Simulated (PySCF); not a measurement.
# CH4F3N2Si radical: open-shell or spin-flip excitations

What do calculations give for the open-shell or spin-flip excitations of CH4F3N2Si radical (`[NH][Si@@H](N)C(F)(F)F`)?

Programs: PySCF 2.14.0, with routines of our own; each step states its level. All values are computed. Atoms count from 0.

## 1. The system as given

11 atoms, charge 0, multiplicity 2; geometry from: GFN2-xTB.

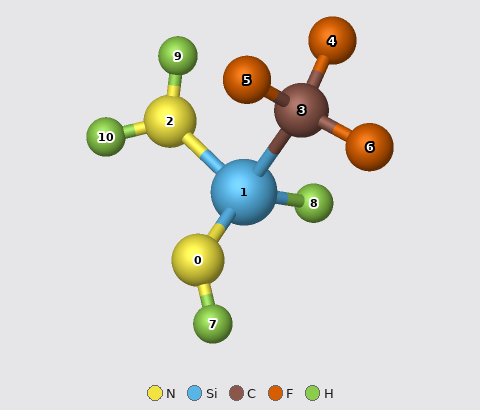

The starting geometry (nitrogen yellow, silicon blue, carbon brown, fluorine orange, hydrogen green).

## 2. Open-shell or spin-flip excitations: unrestricted TDDFT CAM-B3LYP/def2-SVPD

What the job is given:

```
{"job": {"kind": "uabs", "xc": "CAM-B3LYP", "basis": "def2-SVPD", "nstates": 10, "tda": false}, "charge": 0, "multiplicity": 2}
N     -0.492062     1.174224    -1.396085
Si    -0.544226     0.537104     0.127540
N     -1.394231    -0.966541     0.207738
C      1.333468    -0.127669     0.257652
F      1.461500    -0.880986     1.361834
F      1.693498    -0.889583    -0.772499
F      2.214876     0.867910     0.361452
H     -0.584913     2.146102    -1.639690
H     -0.714940     1.137556     1.447661
H     -0.937917    -1.794876     0.555055
H     -2.029628    -1.200570    -0.536622
```

Method: unrestricted TDDFT CAM-B3LYP/def2-SVPD, vertical, gas phase, core orbitals frozen in the response.

Started as:

```console
$ OMP_NUM_THREADS=1 python excited_run.py task.json out
```

One launch serves the whole session: the jobs run in the order shown.

The program printed:

```text
coarse grid: 10576 points
cycle   1  E = -738.1321765501  dE =  1.023e+00  |g| = 7.401e-01  |ddm| = 2.924e+00
cycle   2  E = -737.9185327143  dE =  2.136e-01  |g| = 1.081e+00  |ddm| = 2.005e+00
cycle   3  E = -738.3801631965  dE = -4.616e-01  |g| = 8.596e-02  |ddm| = 1.166e+00
cycle   4  E = -738.3845976480  dE = -4.434e-03  |g| = 9.520e-02  |ddm| = 2.240e-01
cycle   5  E = -738.3900255653  dE = -5.428e-03  |g| = 2.584e-02  |ddm| = 1.350e-01
cycle   6  E = -738.3919566909  dE = -1.931e-03  |g| = 1.456e-02  |ddm| = 1.211e-01
cycle   7  E = -738.3927284825  dE = -7.718e-04  |g| = 5.273e-03  |ddm| = 1.009e-01
cycle   8  E = -738.3928259424  dE = -9.746e-05  |g| = 2.946e-03  |ddm| = 2.927e-02
cycle   9  E = -738.3928505631  dE = -2.462e-05  |g| = 1.801e-03  |ddm| = 1.443e-02
cycle  10  E = -738.3928570127  dE = -6.450e-06  |g| = 8.129e-04  |ddm| = 7.323e-03
final grid: 101424 points
cycle  11  E = -738.4819611405  dE = -2.501e-05  |g| = 3.391e-03  |ddm| = 2.993e-02
cycle  12  E = -738.4819615850  dE = -4.445e-07  |g| = 3.978e-03  |ddm| = 6.108e-03
cycle  13  E = -738.4819672745  dE = -5.689e-06  |g| = 4.708e-04  |ddm| = 3.335e-03
cycle  14  E = -738.4819685211  dE = -1.247e-06  |g| = 4.141e-04  |ddm| = 2.420e-03
cycle  15  E = -738.4819696205  dE = -1.099e-06  |g| = 3.351e-04  |ddm| = 2.578e-03
cycle  16  E = -738.4819717057  dE = -2.085e-06  |g| = 1.776e-04  |ddm| = 7.585e-03
cycle  17  E = -738.4819720936  dE = -3.879e-07  |g| = 7.243e-05  |ddm| = 3.839e-03
cycle  18  E = -738.4819721261  dE = -3.256e-08  |g| = 3.147e-05  |ddm| = 1.086e-03
cycle  19  E = -738.4819721292  dE = -3.107e-09  |g| = 1.872e-05  |ddm| = 2.866e-04
cycle  20  E = -738.4819721297  dE = -4.609e-10  |g| = 6.471e-06  |ddm| = 8.526e-05
converged SCF energy = -738.4819721297

Static polarisability (au): isotropic 59.450, principal 52.845 57.861 67.644

<S^2> of the reference = 0.7559 (exact 0.7500)

Excitations
state   eV       nm        f      <S^2>   main configurations
  1   0.9962   1244.6   0.00046   0.759   H-1b->Lb 0.89
  2   2.3449    528.7   0.01811   0.813   Hb->Lb 0.99
  3   3.7415    331.4   0.04097   0.808   H-2b->Lb 0.88
  4   5.6082    221.1   0.00886   0.836   H-3b->Lb 0.93
  5   5.9540    208.2   0.00509   0.847   H-7b->Lb 0.58, H-5b->Lb 0.15, H-11b->Lb 0.11
  6   6.1164    202.7   0.00137   2.236   Ha->La 0.67, Hb->L+1b 0.09
  7   6.4709    191.6   0.00415   1.075   Hb->L+1b 0.69, Ha->La 0.14, Hb->L+3b 0.09
  8   6.6921    185.3   0.00083   2.591   Ha->L+1a 0.42, Hb->L+2b 0.26, H-1b->L+1b 0.09
  9   6.7661    183.2   0.00025   0.807   H-4b->Lb 0.98
 10   6.9504    178.4   0.00282   2.526   H-1b->L+1b 0.52, Ha->L+1a 0.11, H-2a->La 0.10
```

It took 67 s on 1 thread of Arm Neoverse V2, shared host; peak memory 0.7 GiB.

From this job:

```tsv
quantity	value
⟨S²⟩	0.756
```

Löwdin spin populations:

```tsv
atom	value (e)
N0	0.79
Si1	0.04
N2	0.03
C3	0.07
F4	0.02
F5	0.01
F6	0.01
H7	0.04
H8	0.00
H9	0.00
H10	0.00
```

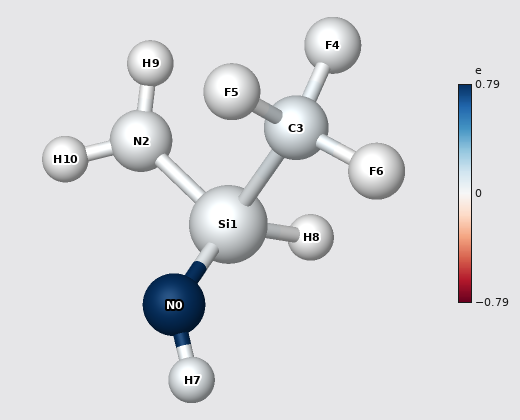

Löwdin spin populations, as colours on the atoms.

With diffuse functions Löwdin's scheme smears the spin, so small populations can have the wrong sign.

## 3. What came out

| quantity | value |
| --- | --- |
| lowest and brightest state of nearly pure spin, of 10 (step 2, unrestricted TDDFT CAM-B3LYP/def2-SVPD) | 1.00 eV; 3.74 eV, f = 0.041 |

In words: States whose ⟨S²⟩ lies well above the reference's are mixtures of spin states, an artefact of the unrestricted response, and are left out of the summary.
